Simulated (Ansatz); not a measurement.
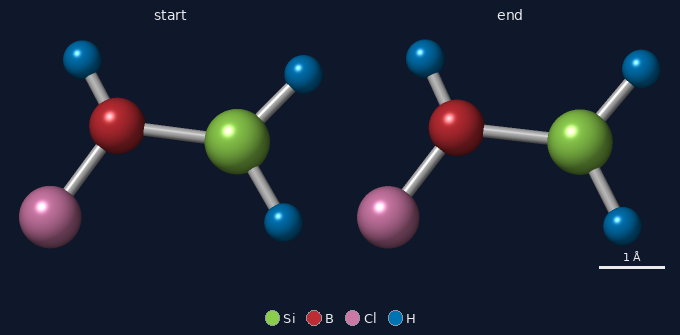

The structure of BSiH₃Cl (multiplicity 2) before (left) and after (right) a relaxation, at one scale.

The picture is a ball-and-stick view, seen face on.

These are results of UKS PBE0-D4/def2-TZVP in Ansatz 0.2.0, not measurements.

Input
```yaml
crystal:
  periodic: [false, false, false]
  atoms:
    - {symbol: Si, position_ang: [-0.649820, 0.442460, -0.454190]}
    - {symbol: B, position_ang: [0.769170, -0.298330, 0.547820]}
    - {symbol: Cl, position_ang: [0.937780, -2.047970, 0.588660]}
    - {symbol: H, position_ang: [-1.666980, -0.270230, -1.230720]}
    - {symbol: H, position_ang: [-0.959660, 1.867100, -0.612010]}
    - {symbol: H, position_ang: [1.569510, 0.306970, 1.160430]}
basis:
  gaussian: {orbitals: def2-TZVP}
magnetization: {spin_polarized: true, initial_magnetization: 1}
hamiltonian: {xc: pbe0, dispersion: d4}
relax: {f_tol: 0.005, max_steps: 200}
```

Run as
```bash
ansatz run in.yaml --threads 2 --pin off --events-out ev --progress --plain --max-ram 4352MiB
```

What changed between the two?

Answer. Over 5 accepted moves (6 points after the start) the energy falls by 0.064 eV. Largest force component: 0.74 eV/Å at the start, 0.0011 eV/Å at the end. The line search rejected the trial step at point 5 of the run. H5 moves most after the best rigid fit: 0.091 Å. By element the largest moves are H 0.091 Å, Si 0.044 Å, B 0.031 Å, Cl 0.031 Å. Some distances before and after: Si1–B2 1.888 → 1.936 Å, B2–H6 1.176 → 1.192 Å, Si1–H4 1.465 → 1.481 Å, Si1–H5 1.466 → 1.481 Å. Bond angles that change, for instance: H4–Si1–H5 105.6° → 113.2°, Si1–B2–H6 125.9° → 121.7°, B2–Si1–H4 127.7° → 123.9°. The run took 29 s on 2 threads of Intel Xeon Platinum 8259CL @ 2.50GHz, with other jobs on the host.
